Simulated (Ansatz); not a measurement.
# C3H5AlO: what the fields show

```xyz
10

O    -2.6651    0.5268    0.0952
C    -1.7439    0.7283    0.8431
C    -0.3396    0.3348    0.5617
C     0.0241   -0.2878   -0.5680
Al    1.8832   -0.7785   -0.8783
H    -1.9101    1.2374    1.8151
H     0.3838    0.5855    1.3369
H    -0.7932   -0.4826   -1.2644
H     2.3322   -1.5153   -2.2063
H     2.9118   -0.3998    0.2681
```

Geometry: PBE0-D4/def2-TZVP.

Computed with RKS PBE0-D4/def2-TZVPP (Ansatz 0.2.0).

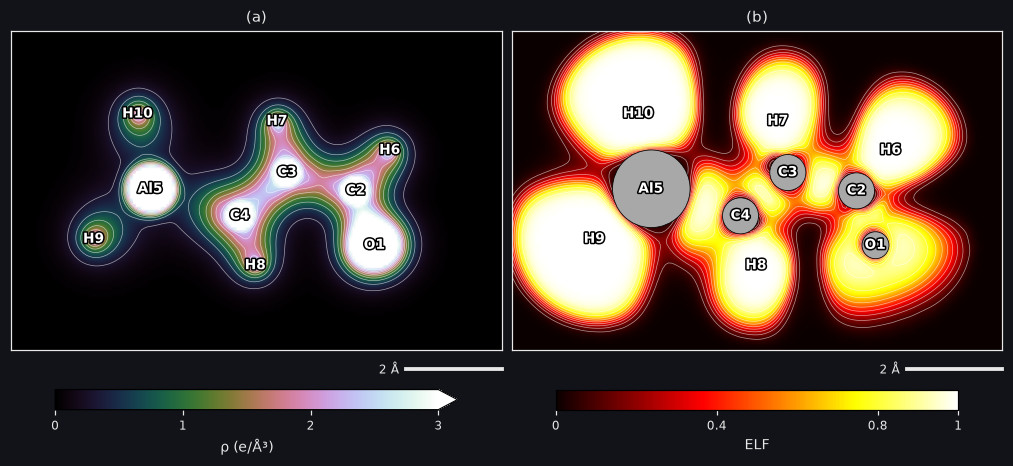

Figure 1. (a) total electron density; (b) electron localisation function on the molecular plane. Grey discs cover the atomic cores in the ELF map.

Read the bonding off the picture.

Answer. The plane passes through O, C, Al and H nuclei. C–O (1.20 Å): ρ is about 3.4 e/Å³ halfway; the ELF peaks at about 0.85 between the atoms: a multiple bond. C–C (1.34 Å): ρ at the midpoint is about 2.3 e/Å³; the ELF peaks at about 0.95 between the atoms: a multiple bond. C–Al (1.95 Å): ρ is about 0.73 e/Å³ halfway; the ELF peaks at about 0.95 between the atoms: a polar covalent bond. C–H (1.09 Å): ρ at the midpoint is about 2 e/Å³; the ELF climbs to about 1 towards the hydrogen, as it does in any bond to H: an ordinary covalent bond to hydrogen. C–C (1.49 Å): ρ at the midpoint is about 1.8 e/Å³; the ELF peaks at about 0.95 between the atoms: a covalent bond. The ELF also peaks beside O1, away from the bonds: lone-pair regions.

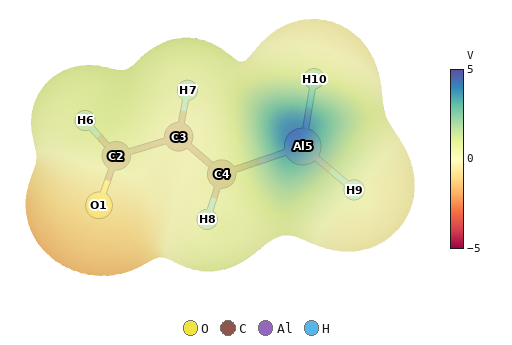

Figure 2. The electrostatic potential painted on the density surface at 0.002 e/bohr³, seen at a tilt; the colour scale runs from red (negative) to blue (positive).

Where is the surface potential most negative and most positive?

Answer. The most negative region (about −1.6 V) lies over O1, the most positive (about +4.0 V) over Al5. O1 is the likeliest acceptor of a hydrogen bond.

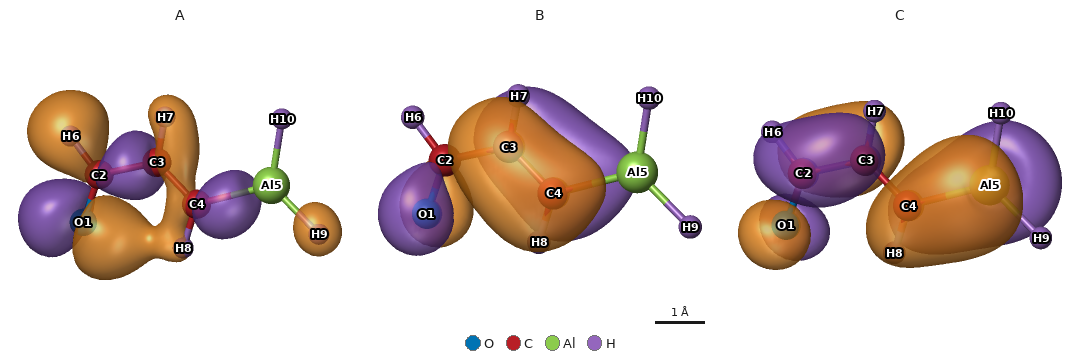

Figure 3. Three frontier orbitals at ±0.08 Å⁻³ᐟ² (orange and purple are the two phases), in no order.

Order the three orbitals by energy and name them.

Answer. B is the HOMO−1 (−8.50 eV). Its weight (Hirshfeld) is mainly on C4 (about 35 %), C3 (about 35 %) and O1 (about 15 %); it changes sign across the molecular plane (π type); π-bonding across C3–C4. A is the HOMO (−7.57 eV). By Hirshfeld shares it lies mainly on O1 (about 55 %), C2 (about 15 %), C3 (about 10 %) and H6 (about 10 %); it is symmetric in the molecular plane (an in-plane orbital: σ, lone-pair or in-plane π type). C is the LUMO (−2.71 eV). By Hirshfeld shares it lies mainly on Al5 (about 30 %), C4 (about 20 %), C3 (about 15 %), C2 (about 15 %) and O1 (about 15 %); it changes sign across the molecular plane (π type); π-bonding across C2–C3 and C4–Al5; π-antibonding (a node) across O1–C2 and C3–C4.

What is the HOMO–LUMO gap?

Answer. 4.86 eV between the orbital energies.
